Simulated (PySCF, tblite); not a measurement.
**C3H8O2Si2: geometry, infrared bands and NMR shifts**

Aim: predict the infrared bands and NMR shifts of C3H8O2Si2 (`[SiH3]C[SiH]1OC=CO1`).

The runs use tblite 0.8.0 and PySCF 2.14.0, with density-fitted response routines of our own; the level of theory stands in each step. All values are computed, except where a source is named. Atoms count from 0, in the outputs and in this text.

## (1) The molecule as given

15 atoms, charge 0, multiplicity 1; geometry from: force field or distance geometry start.

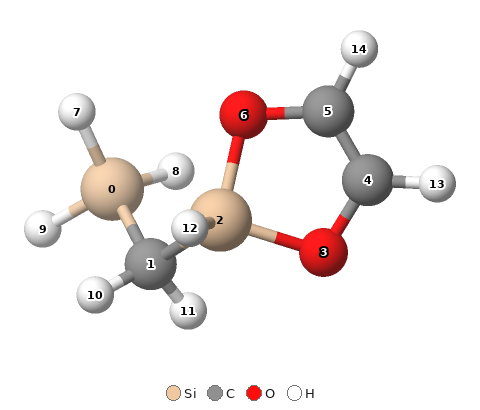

The starting geometry (silicon light orange, carbon grey, oxygen red, hydrogen white), atoms numbered.

## (2) Optimising the geometry with GFN2-xTB

What the job is given:

```
{"job": {"kind": "relax", "xc": "GFN2-xTB", "basis": "xTB"}, "charge": 0, "multiplicity": 1}
Si    -2.348700     0.082500     0.009700
C     -1.074000    -1.215400    -0.135100
Si     0.627100    -0.717500     0.426400
O      1.740000    -0.558700    -0.911700
C      2.389100     0.619100    -0.637200
C      1.875700     1.392400     0.236200
O      0.725500     0.976900     0.854800
H     -2.394500     0.765400     1.321300
H     -2.257400     1.037900    -1.102400
H     -3.685100    -0.559200    -0.157600
H     -1.431300    -2.108400     0.440400
H     -0.984000    -1.472900    -1.209000
H      1.155800    -1.487500     1.526600
H      3.327400     0.871900    -1.202800
H      2.329900     2.381600     0.518500
```

On the command line:

```
> OMP_NUM_THREADS=1 python probes_run.py task.json out
```

This one command runs all jobs of the session in turn.

Standard output:

```text
step      E/eV     max force
  0    -602.27193    4.259
  1    -602.51218    3.708
  2    -602.68229    0.774
  3    -602.72634    0.558
  4    -602.75997    0.701
  5    -602.79585    0.511
  6    -602.81691    0.440
  7    -602.83174    0.193
  8    -602.83779    0.176
  9    -602.84171    0.131
 10    -602.84489    0.161
 11    -602.84790    0.154
 12    -602.85018    0.120
 13    -602.85184    0.099
 14    -602.85345    0.113
 15    -602.85557    0.121
 16    -602.85819    0.141
 17    -602.86084    0.118
 18    -602.86293    0.098
 19    -602.86421    0.063
 20    -602.86487    0.056
 21    -602.86534    0.055
 22    -602.86585    0.073
 23    -602.86651    0.083
 24    -602.86734    0.072
 25    -602.86818    0.059
 26    -602.86886    0.058
 27    -602.86943    0.064
 28    -602.87001    0.067
 29    -602.87064    0.062
 30    -602.87124    0.052
 31    -602.87179    0.058
 32    -602.87241    0.063
 33    -602.87318    0.078
 34    -602.87398    0.080
 35    -602.87459    0.063
 36    -602.87503    0.052
 37    -602.87545    0.057
 38    -602.87593    0.060
 39    -602.87641    0.046
 40    -602.87679    0.046
 41    -602.87712    0.041
 42    -602.87750    0.049
 43    -602.87794    0.054
 44    -602.87838    0.052
 45    -602.87878    0.047
 46    -602.87910    0.041
 47    -602.87938    0.043
 48    -602.87975    0.050
 49    -602.88028    0.061
 50    -602.88089    0.065
 51    -602.88136    0.045
 52    -602.88160    0.031
 53    -602.88169    0.026
 54    -602.88181    0.026
 55    -602.88203    0.045
 56    -602.88236    0.054
 57    -602.88271    0.044
 58    -602.88296    0.038
 59    -602.88314    0.032
 60    -602.88333    0.033
 61    -602.88355    0.041
 62    -602.88379    0.040
 63    -602.88404    0.047
 64    -602.88430    0.043
 65    -602.88452    0.036
 66    -602.88466    0.031
 67    -602.88477    0.025
 68    -602.88492    0.032
 69    -602.88516    0.039
 70    -602.88544    0.040
 71    -602.88563    0.029
 72    -602.88573    0.029
 73    -602.88581    0.028
 74    -602.88594    0.032
 75    -602.88614    0.036
 76    -602.88635    0.028
 77    -602.88648    0.023
 78    -602.88657    0.023
 79    -602.88665    0.024
 80    -602.88677    0.024
 81    -602.88689    0.031
 82    -602.88702    0.033
 83    -602.88717    0.033
 84    -602.88736    0.036
 85    -602.88760    0.037
 86    -602.88786    0.035
 87    -602.88815    0.049
 88    -602.88848    0.056
 89    -602.88884    0.047
 90    -602.88911    0.034
 91    -602.88932    0.030
 92    -602.88950    0.030
 93    -602.88972    0.031
 94    -602.88993    0.030
 95    -602.89011    0.026
 96    -602.89023    0.023
 97    -602.89032    0.022
 98    -602.89040    0.018
 99    -602.89046    0.023
100    -602.89052    0.019
101    -602.89061    0.014
102    -602.89065    0.013
103    -602.89069    0.013
104    -602.89072    0.014
105    -602.89075    0.016
106    -602.89083    0.020
107    -602.89094    0.032
108    -602.89111    0.037
109    -602.89136    0.049
110    -602.89172    0.063
111    -602.89233    0.067
112    -602.89333    0.074
113    -602.89459    0.106
114    -602.89499    0.153
115    -602.89726    0.144
116    -602.89843    0.120
117    -602.89986    0.062
118    -602.90091    0.120
119    -602.89749    0.393
120    -602.90350    0.107
121    -602.90367    0.154
122    -602.90544    0.068
123    -602.90672    0.072
124    -602.90832    0.122
125    -602.90933    0.100
126    -602.90721    0.208
127    -602.91021    0.061
128    -602.91057    0.047
129    -602.91154    0.065
130    -602.91257    0.081
131    -602.91333    0.050
132    -602.91354    0.038
133    -602.91371    0.028
134    -602.91392    0.027
135    -602.91416    0.031
136    -602.91443    0.030
137    -602.91462    0.050
138    -602.91478    0.038
139    -602.91492    0.036
140    -602.91510    0.034
141    -602.91523    0.027
142    -602.91536    0.028
143    -602.91544    0.018
144    -602.91549    0.013
145    -602.91552    0.020
146    -602.91557    0.017
147    -602.91561    0.014
148    -602.91563    0.010
149    -602.91564    0.010
150    -602.91566    0.006
```

It took 0.84 s on 1 thread of Arm Neoverse V2, shared host.

Step by step: (not every step is listed)

```csv
step,energy from step 0 (eV),largest force (eV/Å)
0,0.0000,4.2593
1,-0.2402,3.7080
2,-0.4104,0.7735
3,-0.4544,0.5579
4,-0.4880,0.7015
5,-0.5239,0.5106
6,-0.5450,0.4402
7,-0.5598,0.1930
8,-0.5659,0.1765
21,-0.5934,0.0552
34,-0.6020,0.0802
47,-0.6074,0.0435
60,-0.6114,0.0328
73,-0.6139,0.0282
86,-0.6159,0.0350
99,-0.6185,0.0228
112,-0.6214,0.0739
125,-0.6374,0.0995
138,-0.6428,0.0384
145,-0.6436,0.0196
146,-0.6436,0.0172
147,-0.6437,0.0137
148,-0.6437,0.0105
149,-0.6437,0.0102
150,-0.6437,0.0064
```

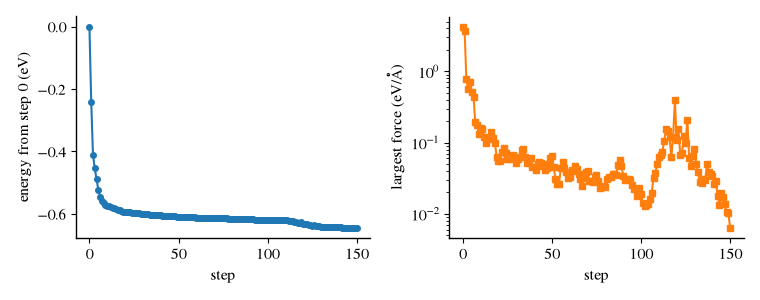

Energy and force, step by step.

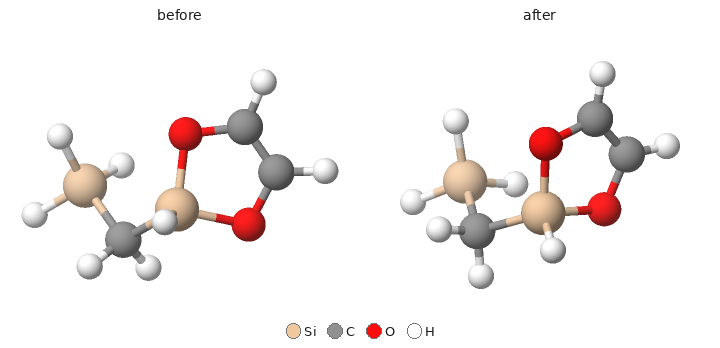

Before and after, at one scale.

Close pairs (by a distance rule), those that changed most:

```
  bond  before (Å)  after (Å)  change (Å)
Si2–O6       1.750      1.660      -0.090
Si2–O3       1.748      1.661      -0.087
Si0–C1       1.825      1.904      +0.080
C4–H13       1.124      1.072      -0.052
C5–H14       1.125      1.072      -0.052
 C4–C5       1.275      1.324      +0.050
C1–H10       1.121      1.088      -0.033
C1–Si2       1.859      1.885      +0.025
```

The next job starts from the end point, and lists it.

## (3) Vibrational analysis with GFN2-xTB

What the job is given:

```
{"job": {"kind": "ir", "xc": "GFN2-xTB", "basis": "xTB"}, "charge": 0, "multiplicity": 1}
Si    -2.124535     0.199918    -0.374214
C     -1.079186    -1.280275     0.211676
Si     0.764077    -0.927650     0.385561
O      1.442335    -0.281649    -0.985650
C      1.951403     0.951349    -0.687913
C      1.762084     1.322350     0.569141
O      1.094016     0.400774     1.325528
H     -2.048839     1.295577     0.595063
H     -1.666272     0.662953    -1.686229
H     -3.517886    -0.248796    -0.482971
H     -1.449715    -1.631698     1.172354
H     -1.201823    -2.111190    -0.480055
H      1.579633    -2.052527     0.840517
H      2.437012     1.478838    -1.484983
H      2.053282     2.230016     1.060263
```

Standard output:

```text
mode    cm-1     km/mol
  1      29.9      0.04
  2      72.0      0.16
  3     103.1      0.05
  4     157.4      0.07
  5     177.5     10.75
  6     326.7     42.27
  7     483.0     25.64
  8     484.8     43.47
  9     499.5      0.26
 10     534.4     22.05
 11     571.6      7.60
 12     648.6     27.44
 13     683.2      9.93
 14     713.0    104.11
 15     745.1      0.03
 16     757.3    208.21
 17     766.5     18.31
 18     774.6      2.84
 19     786.6    190.61
 20     793.1    256.59
 21     798.2    377.89
 22     846.4    114.04
 23     874.6    251.25
 24    1002.4     32.39
 25    1038.3     90.07
 26    1077.2     30.28
 27    1143.6    108.57
 28    1175.2    167.82
 29    1219.4     59.38
 30    1454.6      1.22
 31    1669.8     62.66
 32    2229.8    399.89
 33    2252.3    379.94
 34    2256.5     99.51
 35    2278.1    360.10
 36    2998.6     36.71
 37    3009.3     14.95
 38    3146.0      0.79
 39    3162.7     19.62
```

Wall time 0.43 s (1 thread of Arm Neoverse V2, shared host).

The strongest bands and the atoms that carry them (share of the mass-weighted mode):

```csv
cm⁻¹,km/mol,atoms
757,208.2,"H12 47 %, O6 13 %, O3 13 %"
787,190.6,"H9 56 %, H8 19 %, H7 18 %"
793,256.6,"H7 30 %, H8 29 %, C1 10 %"
798,377.9,"H9 24 %, Si0 19 %, H8 15 %, H7 14 %"
875,251.2,"Si2 42 %, C1 25 %"
2230,399.9,H9 94 %
2252,379.9,"H8 53 %, H7 43 %"
2278,360.1,H12 96 %
```

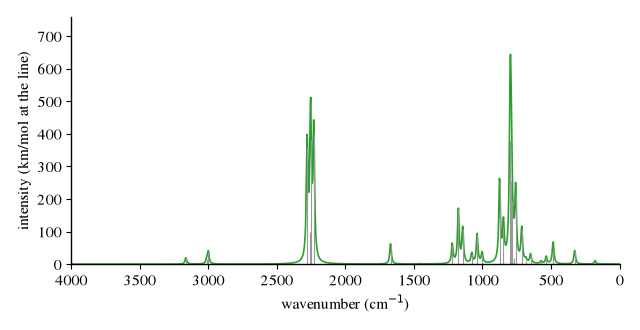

The infrared spectrum from these modes, unscaled. Lines are broadened to a width of 14 cm⁻¹ (Lorentzian).

## (4) NMR shieldings: PBE0/pcSseg-1

Same as in step 3 but for these lines:

```diff
@@ -1,2 +1,2 @@
-{"job": {"kind": "ir", "xc": "GFN2-xTB", "basis": "xTB"}, "charge": 0, "multiplicity": 1}
+{"job": {"kind": "nmr", "xc": "PBE0", "basis": "pcSseg-1"}, "charge": 0, "multiplicity": 1}
 Si    -2.124535     0.199918    -0.374214
```

Method: GIAO PBE0/pcSseg-1 NMR shielding, non-relativistic, gas phase.

Standard output:

```text
coarse grid: 13640 points
cycle   1  E = -847.8236376217  dE =  1.037e+00  |g| = 8.408e-01  |ddm| = 3.589e+00
cycle   2  E = -847.6742083948  dE =  1.494e-01  |g| = 1.240e+00  |ddm| = 1.752e+00
cycle   3  E = -847.9501075807  dE = -2.759e-01  |g| = 1.114e-01  |ddm| = 1.171e+00
cycle   4  E = -847.9523044763  dE = -2.197e-03  |g| = 3.912e-02  |ddm| = 1.027e-01
cycle   5  E = -847.9526678175  dE = -3.633e-04  |g| = 8.944e-03  |ddm| = 3.840e-02
cycle   6  E = -847.9526865193  dE = -1.870e-05  |g| = 2.797e-03  |ddm| = 1.043e-02
cycle   7  E = -847.9526884132  dE = -1.894e-06  |g| = 2.758e-04  |ddm| = 2.684e-03
final grid: 122872 points
cycle   8  E = -848.0136261716  dE = -1.629e-05  |g| = 1.164e-02  |ddm| = 1.937e-02
cycle   9  E = -848.0135929557  dE =  3.322e-05  |g| = 1.784e-02  |ddm| = 1.877e-02
cycle  10  E = -848.0136505310  dE = -5.758e-05  |g| = 8.841e-04  |ddm| = 1.234e-02
cycle  11  E = -848.0136506906  dE = -1.596e-07  |g| = 1.767e-04  |ddm| = 9.683e-04
cycle  12  E = -848.0136506970  dE = -6.457e-09  |g| = 7.770e-05  |ddm| = 2.042e-04
cycle  13  E = -848.0136506982  dE = -1.179e-09  |g| = 2.856e-05  |ddm| = 8.190e-05
cycle  14  E = -848.0136506984  dE = -1.535e-10  |g| = 1.002e-05  |ddm| = 3.096e-05
converged SCF energy = -848.0136506984

GIAO shielding tensors (ppm)
atom      isotropic    diamagn.    paramagn.     s11        s22        s33       span
  0 Si     429.290     880.433    -451.143    409.864    413.203    464.801     54.937
  1 C      189.438     261.635     -72.198    181.101    186.161    201.050     19.948
  2 Si     338.286     881.428    -543.141    290.767    343.800    380.293     89.526
  3 O      230.919     397.921    -167.002    174.344    236.441    281.972    107.628
  4 C       49.254     252.010    -202.756    -44.074     82.848    108.988    153.062
  5 C       49.259     252.035    -202.776    -44.085     82.906    108.955    153.040
  6 O      230.931     397.920    -166.990    174.448    236.275    282.069    107.621
  7 H       27.746      30.048      -2.302     23.964     26.794     32.481      8.517
  8 H       27.747      30.077      -2.330     23.906     26.920     32.414      8.507
  9 H       27.761      28.845      -1.083     24.051     25.454     33.779      9.728
 10 H       31.656      31.848      -0.192     27.370     28.518     39.080     11.710
 11 H       31.661      31.861      -0.200     27.353     28.535     39.094     11.741
 12 H       25.805      29.063      -3.258     22.271     22.985     32.159      9.888
 13 H       25.032      29.985      -4.953     23.372     25.258     26.466      3.094
 14 H       25.027      29.987      -4.960     23.363     25.258     26.460      3.097
```

It took 19 s on 1 thread of Arm Neoverse V2, shared host; peak memory 0.78 GiB.

The references, computed at this level on geometries of the same kind, shield at (ppm): 1H TMS 31.72, 13C TMS 186.9, 29Si TMS 349.2, 17O H2O 336.1. Their shielding less the atom's gives the shift. The references are single molecules in the gas phase, so shifts against H2O, NH3, PH3, H3PO4 or CFCl3 are not on the usual liquid scales and can be off by tens of ppm. Atoms listed in one row are averaged.

```csv
atoms,environment,σ (ppm),δ (ppm),δ scaled to CDCl3
"C4, C5",alkene carbon bearing oxygen,49.3,137.7,132.4
C1,sp3 CH2 bonded to 2 Si,189.4,-2.5,-4.4
"H13, H14",hydrogen on an alkene carbon bearing oxygen,25.03,6.69,6.41
H12,"hydrogen on a silicon bonded to C, 2 O, in a 5-membered ring",25.81,5.91,–
"H7, H8, H9",hydrogen on a silicon bonded to C,27.75,3.97,–
"H10, H11",hydrogen on an sp3 CH2 bonded to 2 Si,31.66,0.06,0.16
Si2,"silicon bonded to C, 2 O, H, in a 5-membered ring",338.3,10.9,–
Si0,"silicon bonded to C, 3 H",429.3,-80.1,–
"O3, O6","oxygen bonded to C, Si, in a 5-membered ring",230.9,105.2,–
```

The scaled column applies a straight-line fit of computed shieldings to shifts measured in CDCl3 (root-mean-square error 0.16 ppm for H, 1.9 ppm for C).

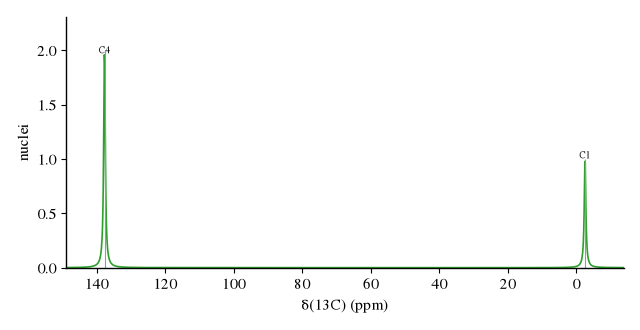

13C lines at the computed shifts, without couplings. Lines are broadened to a width of 0.56 ppm (Lorentzian).

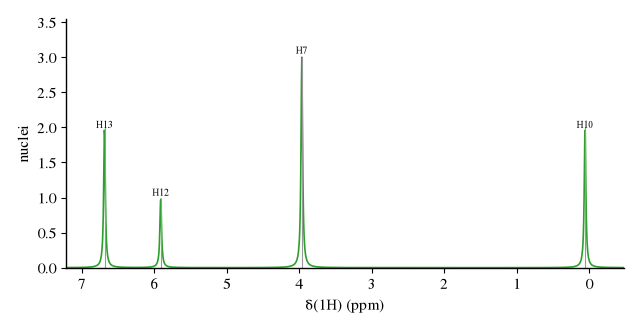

1H lines at the computed shifts, without couplings. Lines are broadened to a width of 0.03 ppm (Lorentzian).

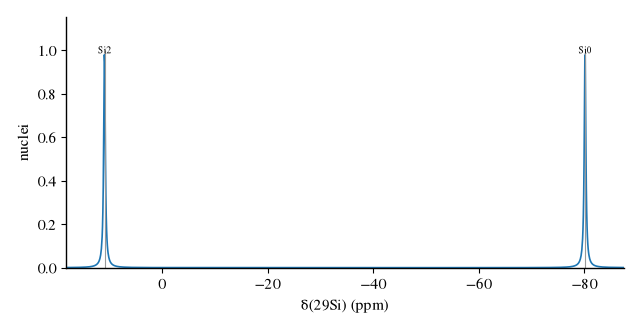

29Si lines at the computed shifts, without couplings. Lines are broadened to a width of 0.36 ppm (Lorentzian).

Charges from the same density, by scheme (e):

```csv
atoms,Mulliken,IAO,Hirshfeld,ESP fit
Si0,0.48,0.61,0.32,0.48
C1,-0.88,-0.87,-0.25,-0.65
Si2,1.12,1.33,0.49,0.79
"O3, O6",-0.58,-0.60,-0.22,-0.32
"C4, C5",0.09,-0.03,-0.01,-0.15
```

IAO charges:

Si0 0.61; C1 -0.87; Si2 1.33; O3 -0.60; C4 -0.03; C5 -0.03; O6 -0.60; H7 -0.11; H8 -0.11; H9 -0.12; H10 0.17; H11 0.17; H12 -0.16; H13 0.17; H14 0.17

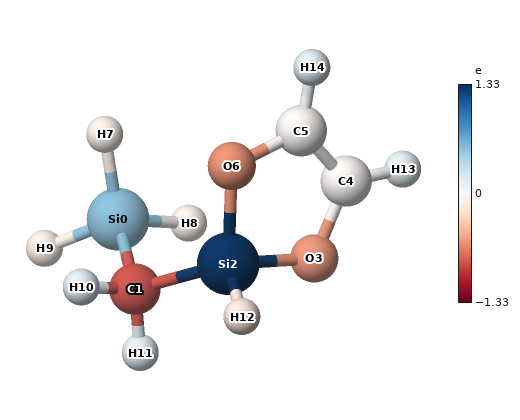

IAO charges, as colours on the atoms.

Mayer bond orders: Si0–C1 0.90, C1–Si2 0.92, Si2–O3 0.95, O3–C4 0.95, C4–C5 1.83, C5–O6 0.95, O6–Si2 0.95.

Ring of atoms Si2, O3, C4, C5, O6: NICS(0) -5.1, NICS(1) -2.1, NICS(1)zz -5.6 ppm (means of both faces).

## (5) What came out

```
                                                               quantity                       value
                              strongest single infrared mode (GFN2-xTB)       2230 cm⁻¹, 400 km/mol
                                           zero-point energy (GFN2-xTB)               62.5 kcal/mol
13C shifts against TMS (PBE0/pcSseg-1, means over atoms taken as alike)             137.7, -2.5 ppm
 1H shifts against TMS (PBE0/pcSseg-1, means over atoms taken as alike)  6.69, 5.91, 3.97, 0.06 ppm
                                29Si shifts against TMS (PBE0/pcSseg-1)             10.9, -80.1 ppm
17O shifts against H2O (PBE0/pcSseg-1, means over atoms taken as alike)                   105.2 ppm
```

Over 150 steps the energy fell by 0.644 eV; of the close pairs, Si2–O6 changed most, 1.750 to 1.660 Å. No mode is imaginary among the 39: a minimum at this level. The strongest single mode, at 2230 cm⁻¹, moves mainly H9. GFN2-xTB is a fitted tight-binding method: band positions and strengths are rough. Its intensities can rank the bands wrongly. The most deshielded carbon is C4, C5 (mean) (alkene carbon bearing oxygen), at 137.7 ppm: an sp2 carbon further deshielded by the attached heteroatom. H13, H14 (mean) (hydrogen on an alkene carbon bearing oxygen) lies farthest downfield among hydrogen, at 6.69 ppm; attached to an sp2 carbon and in the plane of the double bond. At PBE0/pcSseg-1: Shielding is most anisotropic at C4, C5 (span 153 ppm, paramagnetic term -203 ppm).
